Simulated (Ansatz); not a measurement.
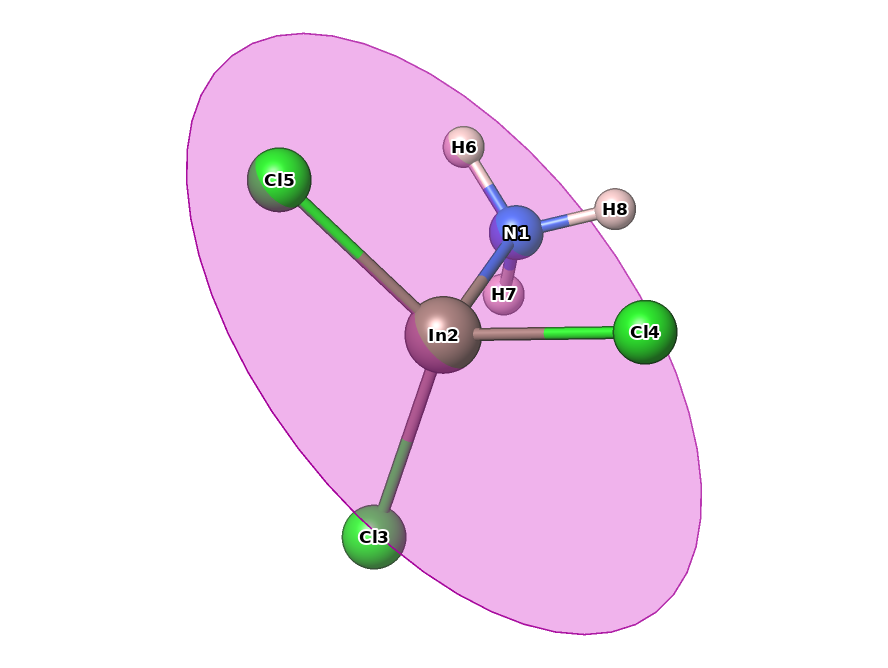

A disc through the centre of mass is drawn in. Depth is shown by fading: the farther an atom, the more it takes the colour of the background. Computed geometry: PBE0-D4/def2-TZVP optimisation.

### Is the plane of the disc a mirror plane of the structure?

Yes. The reflection leaves N1, In2, Cl5, H6 in place and moves Cl3 ↔ Cl4; H7 ↔ H8. The point group is C3v.
